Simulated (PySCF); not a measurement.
**singlet AlHOF+ at 6 levels**

We compute a comparison of 6 runs (B2PLYP/STO-6G, B3LYP/STO-6G, M06-2X/STO-6G, PBE0/STO-6G, wB97X-V/STO-6G, NEVPT2(2,2)/STO-6G) of singlet AlHOF+. Input form: a Python script.

Program for the calculation: PySCF 2.14.0.

6 further runs of the same task are left out: 3 that didn't finish, 3 set aside as unsound or not needed.

## Step 1: Starting point

The species is AlHOF+ (4 atoms), meant as a singlet with charge +1. As SMILES of the parent species, `[O][AlH][F]`. Geometry: relaxed at PBE0-D4/def2-TZVP. That shape belongs to the parent species and isn't relaxed for this state.

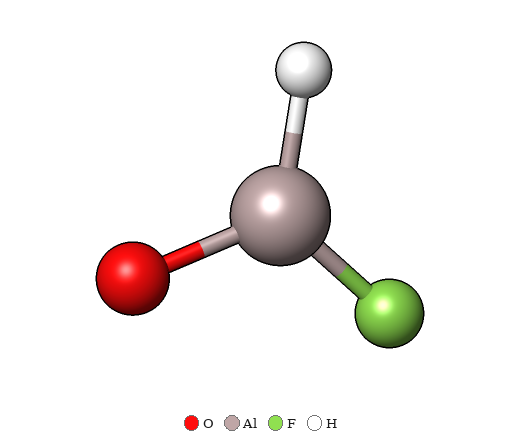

The structure, seen from a chosen angle (oxygen red, aluminium light grey, fluorine green, hydrogen white).

## Step 2: The energy at B2PLYP/STO-6G (run 1)

geometry.xyz reads:

```xyz
4
AlFHO
O     -0.128300    -1.061600     1.299400
Al     0.038200     0.026100    -0.037000
F     -1.126500    -0.010300    -1.192200
H      1.272100     0.985600    -0.090400
```

job.py reads:

```python
from pyscf import gto, dft, mp

mol = gto.Mole()
mol.atom = 'geometry.xyz'
mol.spin = 0
mol.charge = 1
mol.basis = 'sto-6g'
mol.max_memory = 1860
mol.verbose = 3
mol.build()

mf = dft.RKS(mol, xc='0.53*HF + 0.47*B88, 0.73*LYP')
mf.grids.level = 5
mf.conv_tol = 1e-10
mf.kernel()
if not mf.converged:
    mf = mf.newton().run(mf.mo_coeff, mf.mo_occ)

pt = mp.MP2(mf, frozen=7).run()
e_final = mf.e_tot + 0.27 * pt.e_corr
print('PT2 part  %.8f' % (0.27 * pt.e_corr))
print('E = %.10f Eh' % e_final)
```

Launch:

```bash
$ OMP_NUM_THREADS=1 python job.py
```

The log of the run:

```text
converged SCF energy = -415.569806678404
E(RMP2) = -415.732002242807  E_corr = -0.16219556440268
E(SCS-RMP2) = -415.740426945842  E_corr = -0.170620267437746
PT2 part  -0.04379280
E = -415.6135994808 Eh
```

It took 4.2 s on 1 thread of Arm Neoverse V2, shared host; peak memory 0.2 GiB.

## Step 3: A single-point energy at B3LYP/STO-6G (run 2)

calc.py reads:

```python
from pyscf import gto, dft

molecule = gto.M(
    atom='''
O       -0.128300      -1.061600       1.299400
Al       0.038200       0.026100      -0.037000
F       -1.126500      -0.010300      -1.192200
H        1.272100       0.985600      -0.090400
''',
    verbose=3,
    basis='sto-6g',
    max_memory=1860,
    charge=1,
)

ks = dft.RKS(molecule, xc='b3lyp')
ks.grids.level = 5
ks.conv_tol = 1e-10
ks.kernel()
if not ks.converged:
    ks = ks.newton().run(ks.mo_coeff, ks.mo_occ)

energy = ks.e_tot
print('E(%s) = %.9f' % ('B3LYP', energy))
```

Launch:

```bash
$ OMP_NUM_THREADS=1 python calc.py
```

The log of the run:

```text
converged SCF energy = -415.94445214527
E(B3LYP) = -415.944452145
```

Wall time 4.5 s (1 thread of Arm Neoverse V2, shared host); peak memory 0.2 GiB.

## Step 4: A single-point energy at M06-2X/STO-6G (run 3)

start.xyz reads:

```xyz
4
AlFHO
O     -0.128300    -1.061600     1.299400
Al     0.038200     0.026100    -0.037000
F     -1.126500    -0.010300    -1.192200
H      1.272100     0.985600    -0.090400
```

input.py reads:

```python
from pyscf import gto, dft

mol = gto.M(
    atom='start.xyz',
    max_memory=1860,
    verbose=4,
    charge=1,
    basis='sto-6g',
)

mf = dft.RKS(mol)
mf.xc = 'm06-2x'
mf.conv_tol = 1e-10
mf.grids.level = 5
mf.kernel()
if not mf.converged:
    mf = mf.newton().run(mf.mo_coeff, mf.mo_occ)

e_final = mf.e_tot
print('Final energy', e_final)
```

Launch:

```bash
$ OMP_NUM_THREADS=1 python input.py
```

The log of the run:

```text
PySCF version 2.14.0

[... 95 lines left out ...]
converged SCF energy = -415.841479405272
Final energy -415.8414794052718
```

Wall time 6.6 s (1 thread of Arm Neoverse V2, shared host); peak memory 0.2 GiB.

Runs 4 to 5 aren't shown in full; the table further down has their settings and results.

## Step 5: The energy at NEVPT2(2,2)/STO-6G (run 6)

input.py reads:

```python
import numpy
from pyscf import gto, scf, mp, mcscf, mrpt

mol = gto.Mole()
mol.atom = 'O -0.128300 -1.061600 1.299400; Al 0.038200 0.026100 -0.037000; F -1.126500 -0.010300 -1.192200; H 1.272100 0.985600 -0.090400'
mol.max_memory = 1860
mol.charge = 1
mol.basis = 'sto-6g'
mol.verbose = 3
mol.build()

myscf = mol.RHF()
myscf.conv_tol = 1e-10
myscf.kernel()
if not myscf.converged:
    myscf = myscf.newton().run(myscf.mo_coeff, myscf.mo_occ)

pt = mp.MP2(scf.addons.convert_to_uhf(myscf)).run()
noons, natorbs = mcscf.addons.make_natural_orbitals(pt)
print('natural occupations', numpy.round(noons[:40], 4))
cas = mcscf.CASSCF(myscf, 2, 2)
cas.fix_spin_(ss=0.0)
cas.natorb = True
cas.kernel(natorbs)
e_pt2 = mrpt.NEVPT(cas).kernel()
e_final = cas.e_tot + e_pt2
print(f'total energy: {e_final:.8f} hartree')
```

Launch:

```bash
$ OMP_NUM_THREADS=1 python input.py
```

The log of the run:

```text
converged SCF energy = -414.761422386814
E(UMP2) = -414.839520003721  E_corr = -0.0780976169063365
E(SCS-UMP2) = -414.844616892477  E_corr = -0.083194505662422
natural occupations [2.     2.     2.     1.9998 1.9995 1.9995 1.9994 1.9992 1.9961 1.9959
 1.9933 1.9918 1.9908 1.9808 1.9727 0.0283 0.0226 0.012  0.0096 0.0087]
CASSCF energy = -414.781263034773
CASCI E = -414.781263034773  E(CI) = -2.20646669446836  S^2 = 0.0000000
Sr    (-1)',   E = 0.00000000001651
Si    (+1)',   E = 0.00000000000815
Sijrs (0)  ,   E = -0.03661489990747
Sijr  (+1) ,   E = -0.00577594525289
Srsi  (-1) ,   E = -0.00420280847669
Srs   (-2) ,   E = -0.00015272645326
Sij   (+2) ,   E = -0.00108556349877
Sir   (0)' ,   E = -0.01468761686537
Nevpt2 Energy = -0.062519560429800
total energy: -414.84378260 hartree
```

Run time: 0.94 s. Hardware: 1 thread of Arm Neoverse V2, shared host; peak memory 0.12 GiB.

## Step 6: Overview of the runs

```tsv
run	level	frozen core orbitals	nlc grid	energy (Eh)	HOMO energy (eV)	LUMO energy (eV)	HOMO–LUMO gap (eV)	wall time
1	B2PLYP/STO-6G	7	–	-415.613599	-15.22	-11.07	4.16	4.2 s
2	B3LYP/STO-6G	–	–	-415.944452	-13.77	-12.53	1.24	4.5 s
3	M06-2X/STO-6G	–	–	-415.841479	-15.42	-11.57	3.85	6.6 s
4	PBE0/STO-6G	–	–	-415.670968	-13.96	-12.37	1.58	3.9 s
5	wB97X-V/STO-6G	–	1	-415.847504	-15.92	-10.42	5.50	25 s
6	NEVPT2(2,2)/STO-6G	–	–	-414.843783	-17.50	-7.49	10.02	0.94 s
```

## Step 7: Summary of results

```
                                    quantity          value
                         run 6: total energy  -414.84378 Eh
  run 6: HOMO energy (Hartree–Fock orbitals)      -17.50 eV
  run 6: LUMO energy (Hartree–Fock orbitals)       -7.49 eV
run 6: HOMO–LUMO gap (Hartree–Fock orbitals)       10.02 eV
```

What this shows: Over runs 1, 2, 3, 4, 5 the HOMO–LUMO gap runs from 1.24 eV (B3LYP/STO-6G) to 5.50 eV (wB97X-V/STO-6G). Totals of different functionals can't be ranked against each other. In runs 1, 2, 3, 4, 5, 6 the basis is minimal, so the values are rough. All runs together took 45 s, the longest 25 s.
